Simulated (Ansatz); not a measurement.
## Electronic structure of GaH₆NaSi₃ in real space

Input file:

```
crystal:
  periodic: [false, false, false]
  atoms:
    - {symbol: Ga, position_ang: [-0.644103, -3.059123, -2.035674]}
    - {symbol: Na, position_ang: [-1.895278, 1.949778, -2.007005]}
    - {symbol: Si, position_ang: [-3.714617, 0.796775, -0.288292]}
    - {symbol: Si, position_ang: [-2.173697, -1.001301, -0.267847]}
    - {symbol: Si, position_ang: [-0.044211, -0.673758, -1.229189]}
    - {symbol: H, position_ang: [-5.048213, 0.095578, -0.195885]}
    - {symbol: H, position_ang: [-3.471603, 1.228098, 1.146436]}
    - {symbol: H, position_ang: [-2.613816, -2.096052, -1.277747]}
    - {symbol: H, position_ang: [-0.190644, 0.393104, -2.317620]}
    - {symbol: H, position_ang: [-1.878190, -1.875740, 0.927169]}
    - {symbol: H, position_ang: [0.975304, -0.127444, -0.276405]}
basis:
  gaussian:
    orbitals: def2-SVPD
hamiltonian:
  xc: pbe0
output: {forces: true, orbitals: {seedname: orbitals}}
```

Launched as:

```sh
ansatz run input.yaml --threads 2 --pin off --max-ram 4350MiB --events-out events.jsonl --progress --plain --runs-dir runs
```

Geometry: PBE0-D3(BJ)/def2-SVP.

All numbers below come from isolated molecule in a Gaussian basis; Kohn-Sham density functional theory, functional PBE0 in Ansatz 0.2.0.

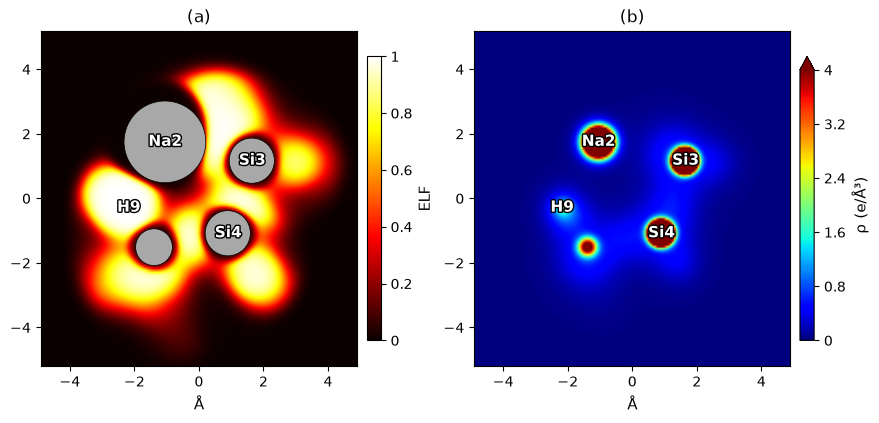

Figure 1. (a) electron localisation function; (b) electron density on the plane of atoms Na2, Si3 and Si4. Grey discs cover the atomic cores in the ELF map.

Describe what can be read from this map.

Answer. The plane passes through Na, Si and H nuclei.
Si–Si (2.37 Å): ρ is about 0.56 e/Å³ halfway; the ELF peaks at about 0.95 between the atoms (a shared electron pair).
Na–Si (2.76 Å): ρ is about 0.21 e/Å³ halfway; the ELF peaks at about 0.95 in the valence shell of Si, 1.1 Å from its nucleus, and is about 0.85 at the midpoint.
Na–H (2.33 Å): the density is about 0.07 e/Å³ at the midpoint; the ELF climbs to about 1 towards the hydrogen.

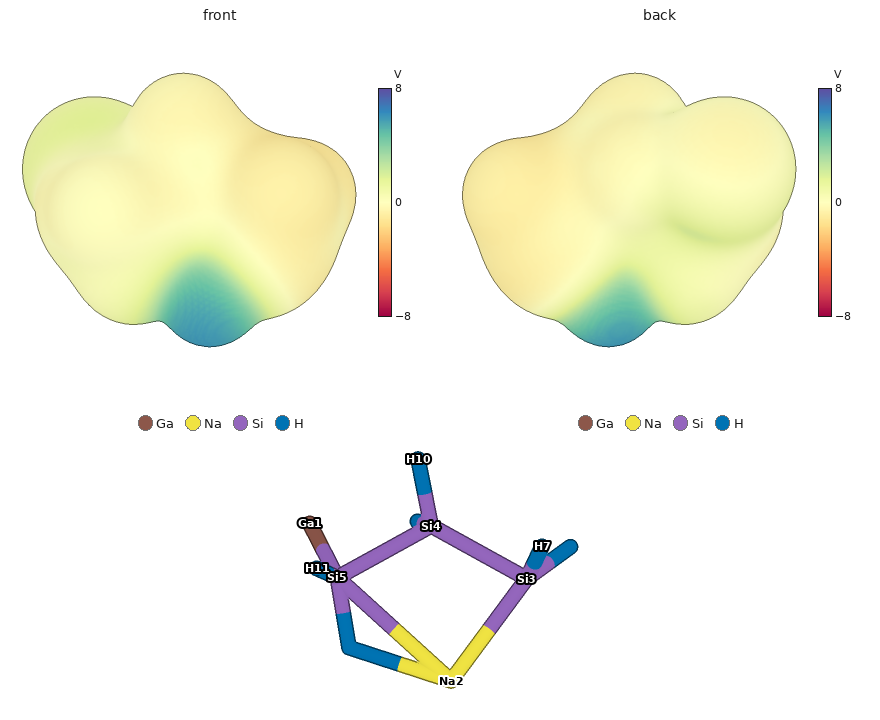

Figure 2. The molecular electrostatic potential painted on the density surface at 0.002 e/bohr³, seen from the front and from behind; red is negative and blue positive. The bare structure is drawn below in the same view.

Where is the surface potential most negative and most positive?

Answer. The most negative region (about −1.2 V) lies over H7, the most positive (about +5.9 V) over Na2.

How polar is the molecule by this calculation?

Answer. Its dipole moment is 6.04 D.

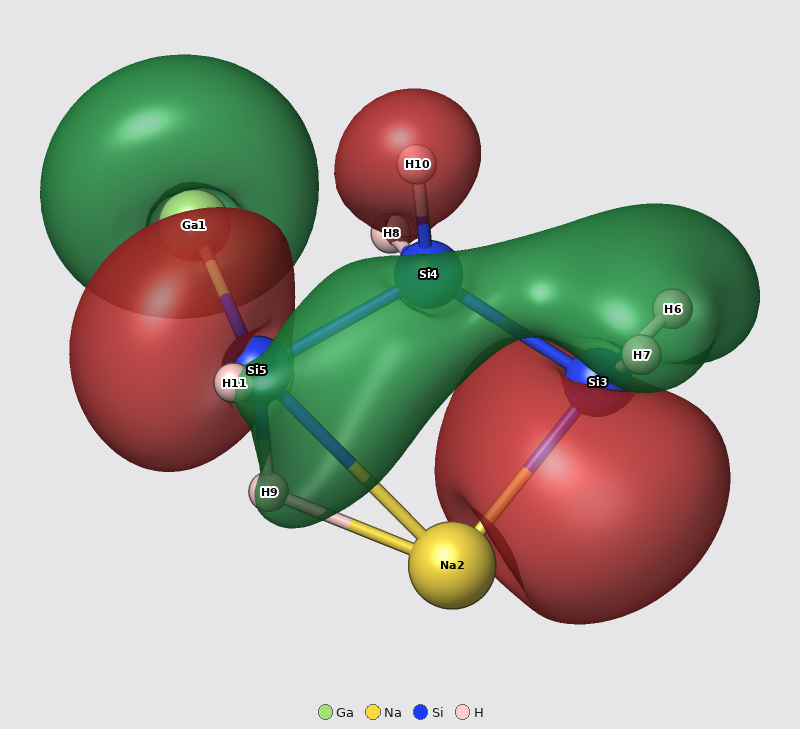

Figure 3. The HOMO at ±0.05 Å⁻³ᐟ² (green and red are the two phases), seen at a tilt.

What is the character of this orbital?

Answer. Its weight (Hirshfeld) is mainly on Si3 (about 35 %), Ga1 (about 20 %), Si5 (about 20 %), Si4 (about 10 %) and Na2 (about 5 %). Its energy is −5.29 eV.

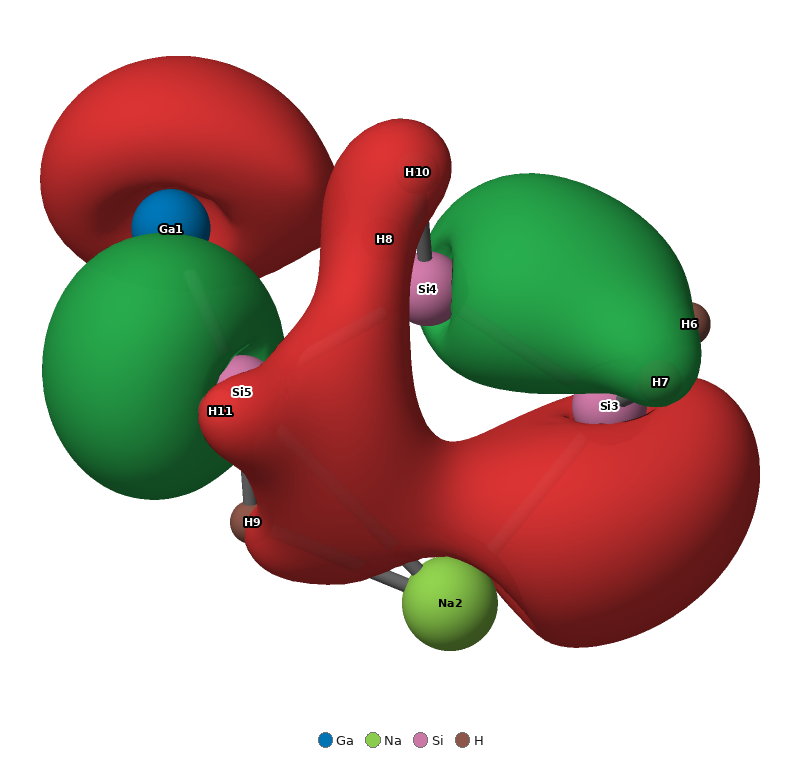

Figure 4. The HOMO−1 at ±0.06 Å⁻³ᐟ² (green and red are the two phases), seen at a tilt.

What is the character of this orbital?

Answer. Its weight (Hirshfeld) is mainly on Si3 (about 30 %), Si5 (about 20 %), Ga1 (about 20 %), Si4 (about 15 %) and Na2 (about 10 %). Its energy is −5.51 eV.
